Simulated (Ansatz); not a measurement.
A series of calculations on BSiH₂O₂Cl

Part 1: Relaxation

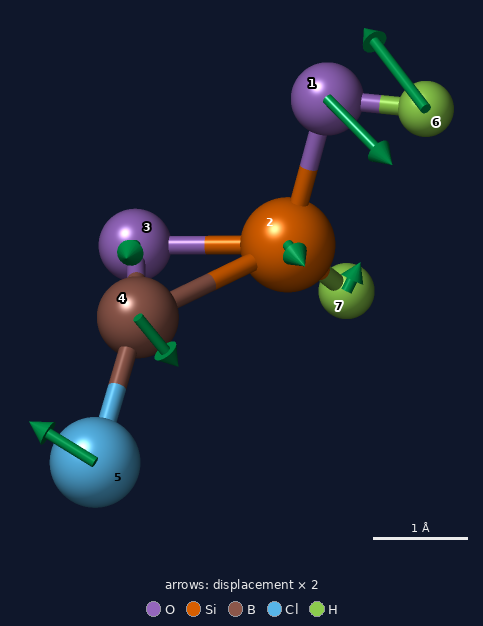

This is a relaxation of BSiH$_{2}$O$_{2}$Cl. The starting structure is drawn; green arrows show the displacements, magnified 2 times. The two geometries are superimposed by the best rigid fit.

A ball-and-stick model, seen from a free direction.

The run prepares an end point of a later path (torsion) calculation, from a guessed geometry.

Method: Ansatz 0.2.0, RKS B3LYP-D4/6-31G*.

Input
```yaml
crystal:
  periodic: [false, false, false]
  atoms:
    - { symbol: O, position_ang: [-0.1761, 0.7987, 1.6413] }
    - { symbol: Si, position_ang: [-0.5336, 0.045, 0.1396] }
    - { symbol: O, position_ang: [0.2884, -1.3899, 0.0873] }
    - { symbol: B, position_ang: [1.185, -0.5529, -0.8204] }
    - { symbol: Cl, position_ang: [1.9403, -0.4172, -2.4738] }
    - { symbol: H, position_ang: [-0.7401, 1.7028, 1.5685] }
    - { symbol: H, position_ang: [-1.9027, -0.2544, -0.1882] }
basis:
  gaussian: { orbitals: "6-31G*" }
hamiltonian:
  xc: b3lyp
  dispersion: d4
relax:
  f_tol: 0.015
  max_steps: 40
```

Run as
```bash
ansatz run input.yaml --threads 1 --pin off --max-ram 2048MiB --backend cpu --events-out ev --progress --plain --runs-dir out
```

### Describe the change and its energy.

H6 moves most after the best rigid fit: 0.71 Å. By element the largest moves are H 0.71 Å, O 0.57 Å, Cl 0.42 Å, B 0.38 Å, Si 0.21 Å. Near-neighbour distances that change, for instance: O3–B4 1.526 → 1.346 Å, Si2–B4 2.057 → 1.888 Å, Si2–O3 1.654 → 1.776 Å, O1–H6 1.068 → 0.969 Å. Among the angles between lasting bonds that change: Si2–B4–Cl5 138.4° → 164.6°, Si2–O1–H6 101.6° → 117.2°, O3–B4–Cl5 145.5° → 131.3°. Groups turn about O1–Si2 by about 85°, O3–B4 by about 60°. Over 16 accepted moves (18 points after the start) the energy falls by 48.8 kcal/mol. Largest force component: 4.9 eV/Å at the start, 0.0058 eV/Å at the end. The line search rejected the trial steps at points 7, 10 of the run.

Part 2: Relaxation

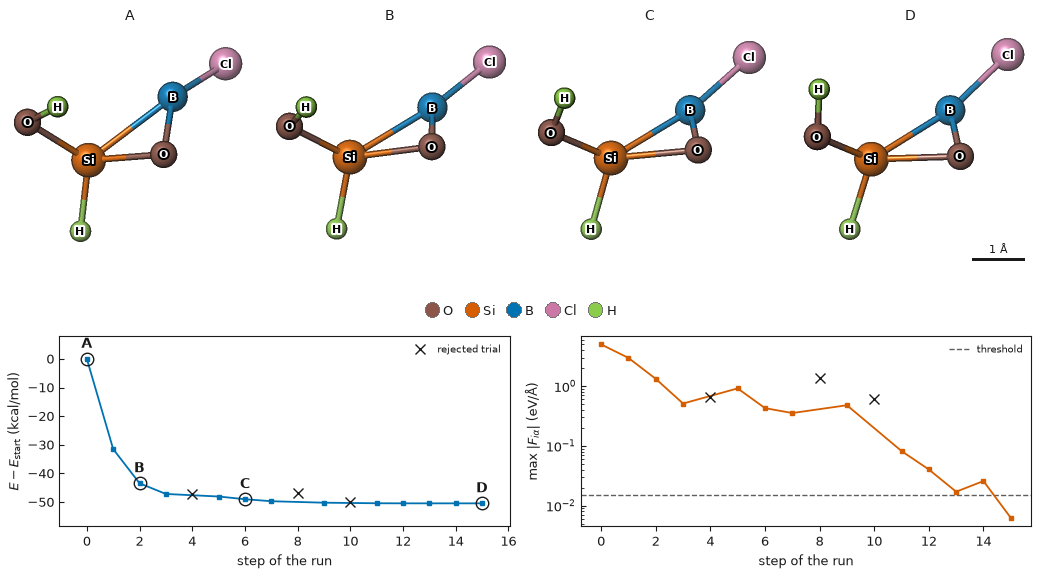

Frames of a relaxation of BSiH₂O₂Cl, marked on the history of the run. Style: ball-and-stick. Shown from a free direction.

The run prepares an end point of a later path (torsion) calculation, from a guessed geometry.

Computed with RKS B3LYP-D4/6-31G* in Ansatz.

The input:
```yaml
crystal:
  periodic: [false, false, false]
  atoms:
    - { symbol: O, position_ang: [-0.1761, 0.7987, 1.6413] }
    - { symbol: Si, position_ang: [-0.5336, 0.045, 0.1396] }
    - { symbol: O, position_ang: [-1.56546, 1.03745, -0.68965] }
    - { symbol: B, position_ang: [-2.56182, -0.00985, -0.20097] }
    - { symbol: Cl, position_ang: [-3.82851, -1.22369, -0.69568] }
    - { symbol: H, position_ang: [-0.7401, 1.7028, 1.5685] }
    - { symbol: H, position_ang: [0.54296, -0.27234, -0.76142] }
basis:
  gaussian: { orbitals: "6-31G*" }
hamiltonian:
  xc: b3lyp
  dispersion: d4
relax:
  f_tol: 0.015
  max_steps: 40
```

Run as
```bash
ansatz run input.yaml --threads 1 --pin off --max-ram 2048MiB --backend cpu --events-out ev --progress --plain --runs-dir out
```

> Describe the path.

After 12 accepted moves (15 points after the start) the energy has fallen by 50.5 kcal/mol. Largest force component: 5 eV/Å at the start, 0.0063 eV/Å at the end. The line search rejected the trial steps at points 4, 8, 10 of the run. The atom that moves furthest after the best rigid fit is H6 (0.55 Å). By element the largest moves are H 0.55 Å, O 0.44 Å, B 0.37 Å, Cl 0.36 Å, Si 0.11 Å. Near-neighbour distances that change, for instance: O3–B4 1.526 → 1.348 Å, Si2–B4 2.057 → 1.893 Å, Si2–O3 1.654 → 1.772 Å, O1–H6 1.068 → 0.968 Å. Among the angles between lasting bonds that change: Si2–B4–Cl5 138.4° → 165.6°, O1–Si2–B4 111.2° → 127.4°, Si2–O1–H6 101.6° → 117.0°. Groups turn about O1–Si2 by about 65°, O3–B4 by about 60°. Cost: 72 s on 1 thread of Arm Neoverse V1, on a shared host, peak memory 0.17 GiB. From step 0 to 2: B4 moves most (0.30 Å), energy −43.4 kcal/mol. From step 2 to 6: H6 moves most (0.21 Å), energy −5.57 kcal/mol. From step 6 to 15: H6 moves most (0.26 Å), energy −1.45 kcal/mol.

Part 3: Path

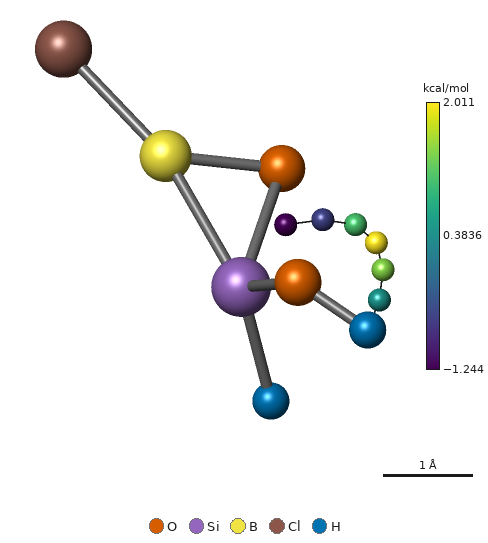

A nudged-elastic-band calculation for BSiH2O2Cl. Images are numbered from 0 (start) to 6 (end). The start is drawn whole; smaller spheres mark the moving atoms (H) in the later images, joined by lines and coloured by the energy of the image relative to the start. A ball-and-stick model, seen from a free direction.

All numbers below come from RKS B3LYP-D4/6-31G* in Ansatz 0.2.0. Run with 5 movable images; climbing image; force threshold 0.03 eV/Å; iteration limit 60; starting path by image-dependent pair potential.

Question: Describe the path and its energy.

Answer: The motion is a rotation about the O–Si bond by about 165°. No bond forms or breaks between the ends. The highest point, image 3, lies 2.01 kcal/mol above the start and 3.25 kcal/mol above the end; the end is at −1.24 kcal/mol relative to the start. The band converged in 8 iterations. The largest component of the band force went from 0.83 to 0.0073 eV/Å. The climbing image converged on the top of the path. Its vibrational analysis gives one imaginary mode (344i cm⁻¹), as a transition state must have.

The run took 2.9 min on 1 thread of Arm Neoverse V1, on a shared host, peak memory 0.17 GiB.
